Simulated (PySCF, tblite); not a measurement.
# C3H2F3N: dynamics, then NMR shifts on frames, part 2 of 2

tblite 0.8.0 and PySCF 2.14.0. Atoms count from 0. The steps go on from the part before.

## 4. NMR shieldings: 425 fs, PBE0/pcSseg-1

The job: settings as JSON, then the geometry in Å.

```
{"job": {"kind": "nmr", "xc": "PBE0", "basis": "pcSseg-1", "pop": false}, "charge": 0, "multiplicity": 1}
N      1.904600    -0.527600    -0.163000
C      0.850700    -0.371100    -0.784600
C     -0.608100    -0.598700    -0.410900
F     -1.238800    -1.161800    -1.433400
C     -0.964400    -0.590700     0.827900
F     -0.265200    -0.297900     1.877100
F     -2.150600    -1.102500     1.292300
H      2.761300    -0.913700    -0.652900
H      0.815900    -0.313600    -1.982600
```

Method: GIAO PBE0/pcSseg-1 NMR shielding, non-relativistic, gas phase.

The program printed:

```text
coarse grid: 8824 points
cycle   1  E = -468.9908928729  dE =  1.225e+00  |g| = 8.065e-01  |ddm| = 2.866e+00
cycle   2  E = -468.7653231808  dE =  2.256e-01  |g| = 1.375e+00  |ddm| = 1.591e+00
cycle   3  E = -469.1073872126  dE = -3.421e-01  |g| = 1.108e-01  |ddm| = 1.110e+00
cycle   4  E = -469.1086599905  dE = -1.273e-03  |g| = 8.409e-02  |ddm| = 1.239e-01
cycle   5  E = -469.1101175900  dE = -1.458e-03  |g| = 1.254e-02  |ddm| = 6.355e-02
cycle   6  E = -469.1101430086  dE = -2.542e-05  |g| = 5.998e-03  |ddm| = 1.421e-02
cycle   7  E = -469.1101495982  dE = -6.590e-06  |g| = 1.007e-03  |ddm| = 5.480e-03
final grid: 90176 points
cycle   8  E = -469.1680274791  dE = -2.975e-05  |g| = 5.856e-03  |ddm| = 1.991e-02
cycle   9  E = -469.1680204557  dE =  7.023e-06  |g| = 8.959e-03  |ddm| = 1.033e-02
cycle  10  E = -469.1680340380  dE = -1.358e-05  |g| = 6.210e-04  |ddm| = 5.992e-03
cycle  11  E = -469.1680341045  dE = -6.648e-08  |g| = 2.974e-04  |ddm| = 6.653e-04
cycle  12  E = -469.1680341203  dE = -1.587e-08  |g| = 1.280e-04  |ddm| = 2.765e-04
cycle  13  E = -469.1680341233  dE = -2.966e-09  |g| = 3.122e-05  |ddm| = 1.096e-04
cycle  14  E = -469.1680341235  dE = -2.041e-10  |g| = 8.413e-06  |ddm| = 3.672e-05
converged SCF energy = -469.1680341235

GIAO shielding tensors (ppm)
atom      isotropic    diamagn.    paramagn.     s11        s22        s33       span
  0 N     -117.901     323.097    -440.999   -532.472    -48.390    227.158    759.630
  1 C       17.206     247.917    -230.711    -83.160     37.647     97.132    180.291
  2 C       57.641     252.955    -195.315     22.835     52.421     97.666     74.831
  3 F      363.065     469.975    -106.910    315.646    374.082    399.467     83.821
  4 C       23.820     246.141    -222.321    -28.465     40.761     59.164     87.629
  5 F      278.910     472.345    -193.434    248.553    291.502    296.676     48.124
  6 F      247.082     471.047    -223.965    195.967    232.656    312.623    116.657
  7 H       18.594      27.112      -8.518      9.500     21.633     24.647     15.147
  8 H       22.022      26.139      -4.117     18.434     22.832     24.801      6.366
```

Run time: 8.8 s. Hardware: 1 thread of Arm Neoverse V1, shared host; peak memory 0.65 GiB.

In short: δ C1 169.7, C4 163.1, C2 129.3, N0 385.6, H7 13.12, H8 9.69 ppm.

## 5. NMR shieldings: 625 fs, PBE0/pcSseg-1

The job: settings as JSON, then the geometry in Å.

```
{"job": {"kind": "nmr", "xc": "PBE0", "basis": "pcSseg-1", "pop": false}, "charge": 0, "multiplicity": 1}
N      1.530300     0.089000     0.038600
C      0.556900    -0.138100    -0.737400
C     -0.751300    -0.302900    -0.093300
F     -1.853700    -0.076800    -0.804900
C     -1.006700    -0.682100     1.136200
F     -0.089500    -1.257200     1.888700
F     -2.146700    -0.973300     1.762400
H      2.481600     0.323300    -0.245900
H      0.647100     0.032900    -1.803400
```

With the program's defaults for keys left out, this is: GIAO PBE0/pcSseg-1 NMR shielding, non-relativistic, gas phase.

The program printed:

```text
coarse grid: 8824 points
cycle   1  E = -469.0029137698  dE =  1.274e+00  |g| = 8.253e-01  |ddm| = 2.892e+00
cycle   2  E = -468.7643013063  dE =  2.386e-01  |g| = 1.400e+00  |ddm| = 1.718e+00
cycle   3  E = -469.1267592615  dE = -3.625e-01  |g| = 1.109e-01  |ddm| = 1.170e+00
cycle   4  E = -469.1278940711  dE = -1.135e-03  |g| = 8.846e-02  |ddm| = 1.312e-01
cycle   5  E = -469.1294691511  dE = -1.575e-03  |g| = 1.295e-02  |ddm| = 7.577e-02
cycle   6  E = -469.1294976583  dE = -2.851e-05  |g| = 5.752e-03  |ddm| = 1.646e-02
cycle   7  E = -469.1295039814  dE = -6.323e-06  |g| = 1.335e-03  |ddm| = 5.510e-03
final grid: 90176 points
cycle   8  E = -469.1875156670  dE = -3.533e-05  |g| = 6.060e-03  |ddm| = 2.157e-02
cycle   9  E = -469.1875094855  dE =  6.181e-06  |g| = 8.866e-03  |ddm| = 1.163e-02
cycle  10  E = -469.1875227657  dE = -1.328e-05  |g| = 7.524e-04  |ddm| = 6.558e-03
cycle  11  E = -469.1875228644  dE = -9.868e-08  |g| = 3.140e-04  |ddm| = 7.292e-04
cycle  12  E = -469.1875228815  dE = -1.708e-08  |g| = 1.503e-04  |ddm| = 3.032e-04
cycle  13  E = -469.1875228857  dE = -4.282e-09  |g| = 2.940e-05  |ddm| = 1.419e-04
cycle  14  E = -469.1875228859  dE = -1.687e-10  |g| = 8.501e-06  |ddm| = 3.199e-05
converged SCF energy = -469.1875228859

GIAO shielding tensors (ppm)
atom      isotropic    diamagn.    paramagn.     s11        s22        s33       span
  0 N     -159.390     323.163    -482.552   -652.769    -86.783    261.384    914.153
  1 C       21.493     249.271    -227.778    -95.201     39.776    119.904    215.105
  2 C       49.894     249.722    -199.828     10.099     45.595     93.988     83.889
  3 F      382.178     470.461     -88.283    318.056    392.082    436.397    118.341
  4 C       16.045     247.236    -231.191    -34.491     22.660     59.966     94.457
  5 F      266.149     473.020    -206.871    214.688    267.608    316.151    101.463
  6 F      250.453     469.622    -219.169    228.381    237.788    285.190     56.809
  7 H       16.467      29.741     -13.273      0.879     23.574     24.947     24.068
  8 H       22.726      28.284      -5.558     19.717     21.270     27.191      7.475
```

Wall time 8.8 s (1 thread of Arm Neoverse V1, shared host); peak memory 0.65 GiB.

Key values: δ C4 170.9, C1 165.4, C2 137.0, N0 427.1, H7 15.25, H8 8.99 ppm.

## 6. NMR shieldings: 800 fs, PBE0/pcSseg-1

The job: settings as JSON, then the geometry in Å.

```
{"job": {"kind": "nmr", "xc": "PBE0", "basis": "pcSseg-1", "pop": false}, "charge": 0, "multiplicity": 1}
N      0.343700     1.547900    -0.785700
C      0.229400     0.356600    -0.287600
C     -0.935400    -0.057800     0.417900
F     -2.049400     0.524000     0.011000
C     -0.813700    -0.811700     1.515200
F      0.188700    -1.593100     1.872700
F     -1.868300    -0.952500     2.423700
H      1.126000     1.637100    -1.481200
H      0.987500    -0.499100    -0.419100
```

Method: GIAO PBE0/pcSseg-1 NMR shielding, non-relativistic, gas phase.

The program printed:

```text
coarse grid: 8824 points
cycle   1  E = -468.9812483286  dE =  1.134e+00  |g| = 8.641e-01  |ddm| = 2.804e+00
cycle   2  E = -468.5687403312  dE =  4.125e-01  |g| = 1.691e+00  |ddm| = 1.943e+00
cycle   3  E = -469.1263467605  dE = -5.576e-01  |g| = 1.489e-01  |ddm| = 1.387e+00
cycle   4  E = -469.1280554398  dE = -1.709e-03  |g| = 1.182e-01  |ddm| = 1.772e-01
cycle   5  E = -469.1308017840  dE = -2.746e-03  |g| = 1.747e-02  |ddm| = 9.075e-02
cycle   6  E = -469.1308448278  dE = -4.304e-05  |g| = 8.845e-03  |ddm| = 1.946e-02
cycle   7  E = -469.1308597175  dE = -1.489e-05  |g| = 1.538e-03  |ddm| = 7.329e-03
cycle   8  E = -469.1308601571  dE = -4.397e-07  |g| = 7.530e-04  |ddm| = 2.024e-03
final grid: 90176 points
cycle   9  E = -469.1880460128  dE = -3.067e-05  |g| = 7.210e-03  |ddm| = 2.190e-02
cycle  10  E = -469.1880350064  dE =  1.101e-05  |g| = 1.103e-02  |ddm| = 1.292e-02
cycle  11  E = -469.1880564006  dE = -2.139e-05  |g| = 8.654e-04  |ddm| = 7.543e-03
cycle  12  E = -469.1880565381  dE = -1.375e-07  |g| = 3.428e-04  |ddm| = 8.398e-04
cycle  13  E = -469.1880565576  dE = -1.950e-08  |g| = 1.697e-04  |ddm| = 3.594e-04
cycle  14  E = -469.1880565631  dE = -5.463e-09  |g| = 4.570e-05  |ddm| = 1.563e-04
cycle  15  E = -469.1880565635  dE = -4.296e-10  |g| = 1.332e-05  |ddm| = 4.642e-05
converged SCF energy = -469.1880565635

GIAO shielding tensors (ppm)
atom      isotropic    diamagn.    paramagn.     s11        s22        s33       span
  0 N     -128.249     317.565    -445.813   -531.635   -103.127    250.016    781.652
  1 C       16.228     254.020    -237.792   -103.737     25.429    126.991    230.728
  2 C       50.795     250.672    -199.877     18.271     36.200     97.913     79.641
  3 F      345.866     469.545    -123.679    277.838    348.450    411.310    133.472
  4 C        7.356     248.875    -241.518    -47.286     19.645     49.710     96.997
  5 F      278.471     472.773    -194.302    246.122    292.050    297.242     51.120
  6 F      230.326     469.534    -239.208    183.742    209.456    297.779    114.037
  7 H       19.460      29.118      -9.658     10.058     23.349     24.973     14.915
  8 H       22.289      29.622      -7.333     19.977     21.669     25.220      5.243
```

Wall time 9 s (1 thread of Arm Neoverse V1, shared host); peak memory 0.66 GiB.

In short: δ C4 179.6, C1 170.7, C2 136.1, N0 396.0, H7 12.26, H8 9.43 ppm.

## 7. Nuclear shieldings: 1000 fs, PBE0/pcSseg-1

The job: settings as JSON, then the geometry in Å.

```
{"job": {"kind": "nmr", "xc": "PBE0", "basis": "pcSseg-1", "pop": false}, "charge": 0, "multiplicity": 1}
N     -0.389000     2.239500    -0.715900
C     -0.074000     1.125000    -0.219800
C     -1.038400     0.543600     0.820900
F     -2.137700     1.265700     1.164400
C     -1.047000    -0.764000     1.038700
F     -0.290800    -1.701500     0.531300
F     -1.827700    -1.317700     1.916800
H      0.084700     2.554100    -1.551300
H      0.680000     0.471000    -0.567600
```

Level: GIAO PBE0/pcSseg-1 NMR shielding, non-relativistic, gas phase.

The program printed:

```text
coarse grid: 8824 points
cycle   1  E = -469.0032324724  dE =  1.240e+00  |g| = 8.353e-01  |ddm| = 2.830e+00
cycle   2  E = -468.6940751347  dE =  3.092e-01  |g| = 1.512e+00  |ddm| = 1.916e+00
cycle   3  E = -469.1329551012  dE = -4.389e-01  |g| = 1.473e-01  |ddm| = 1.384e+00
cycle   4  E = -469.1355564458  dE = -2.601e-03  |g| = 9.688e-02  |ddm| = 1.612e-01
cycle   5  E = -469.1373240260  dE = -1.768e-03  |g| = 1.344e-02  |ddm| = 7.549e-02
cycle   6  E = -469.1373477208  dE = -2.369e-05  |g| = 6.790e-03  |ddm| = 1.349e-02
cycle   7  E = -469.1373560472  dE = -8.326e-06  |g| = 8.346e-04  |ddm| = 5.710e-03
final grid: 90176 points
cycle   8  E = -469.1953354335  dE = -3.347e-05  |g| = 6.550e-03  |ddm| = 2.035e-02
cycle   9  E = -469.1953280405  dE =  7.393e-06  |g| = 9.609e-03  |ddm| = 1.143e-02
cycle  10  E = -469.1953436009  dE = -1.556e-05  |g| = 7.736e-04  |ddm| = 6.615e-03
cycle  11  E = -469.1953437075  dE = -1.066e-07  |g| = 2.962e-04  |ddm| = 7.093e-04
cycle  12  E = -469.1953437228  dE = -1.527e-08  |g| = 1.478e-04  |ddm| = 3.241e-04
cycle  13  E = -469.1953437270  dE = -4.282e-09  |g| = 3.070e-05  |ddm| = 1.373e-04
cycle  14  E = -469.1953437272  dE = -1.839e-10  |g| = 9.257e-06  |ddm| = 3.332e-05
converged SCF energy = -469.1953437272

GIAO shielding tensors (ppm)
atom      isotropic    diamagn.    paramagn.     s11        s22        s33       span
  0 N     -112.824     314.996    -427.820   -510.519    -97.009    269.054    779.573
  1 C       21.902     252.715    -230.813    -94.118     39.319    120.506    214.624
  2 C       44.940     252.817    -207.877     15.611     29.810     89.400     73.789
  3 F      371.013     467.170     -96.157    295.671    383.035    434.334    138.663
  4 C       16.007     247.185    -231.178    -44.080     31.071     61.031    105.111
  5 F      285.528     474.429    -188.901    266.697    292.581    297.305     30.608
  6 F      257.481     468.125    -210.643    221.071    260.482    290.892     69.821
  7 H       19.160      30.408     -11.248      8.243     23.844     25.394     17.152
  8 H       23.518      32.870      -9.352     20.935     22.281     27.338      6.403
```

Run time: 8.8 s. Hardware: 1 thread of Arm Neoverse V1, shared host; peak memory 0.66 GiB.

This run: δ C4 170.9, C1 165.0, C2 142.0, N0 380.6, H7 12.56, H8 8.20 ppm.

## 8. Side by side: NMR shifts

Shifts (ppm) of some atoms, chosen among heavy atoms and hydrogens apart, with basis size and wall time:

```
  frame     C4     H7    H8     N0     F6      F5      F3  functions   time
 250 fs  174.2  12.72  8.99  394.7  -64.5   -95.8  -201.8        129   13 s
 425 fs  163.1  13.12  9.69  385.6  -76.1  -108.0  -192.1        129  8.8 s
 625 fs  170.9  15.25  8.99  427.1  -79.5   -95.2  -211.2        129  8.8 s
 800 fs  179.6  12.26  9.43  396.0  -59.4  -107.5  -174.9        129    9 s
1000 fs  170.9  12.56  8.20  380.6  -86.5  -114.6  -200.1        129  8.8 s
```

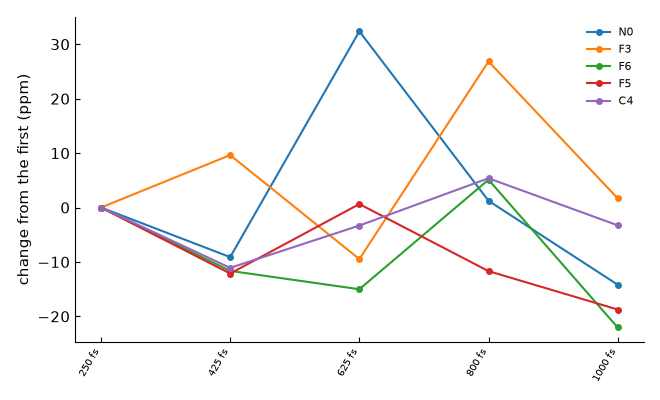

How five of the tabulated atoms move from run to run.

## 9. Outcome

What follows sums up all 2 parts.

```
                                        quantity                     value
                                      thermostat                     600 K
                   mean temperature, second half                     592 K
         mean potential energy above the minimum                   0.51 eV
  ¹³C shifts against TMS (PBE0/pcSseg-1, 250 fs)   174.7, 174.2, 141.3 ppm
   ¹H shifts against TMS (PBE0/pcSseg-1, 250 fs)           12.72, 8.99 ppm
  ¹⁵N shifts against NH3 (PBE0/pcSseg-1, 250 fs)                 394.7 ppm
¹⁹F shifts against CFCl3 (PBE0/pcSseg-1, 250 fs)  -64.5, -95.8, -201.8 ppm
           surface potential, 1st and 99th percentile        -1.50 V and 1.74 V
                        range of the shift of N0        380.6 to 427.1 ppm
```

What this shows: In the second half the potential energy averages 0.51 eV above the minimum; equipartition over 21 harmonic modes at 600 K would give 0.54 eV. With 9 atoms the temperature swings widely (268 to 975 K). Shifts at one fixed geometry are not the observed spectrum, which averages over the motion. In the first frame run (250 fs): Shielding is most anisotropic at N0 (span 799 ppm, paramagnetic term -450 ppm). At PBE0/pcSseg-1, counted by nearest atom on the grid, the HOMO lies on C2, C4 about 26 % each; N0 18 %, the LUMO on N0 27 %; C1, C4 about 23 % each. Across the 5 runs the shift of N0 moves most, between 380.6 (1000 fs) and 427.1 ppm (625 fs).
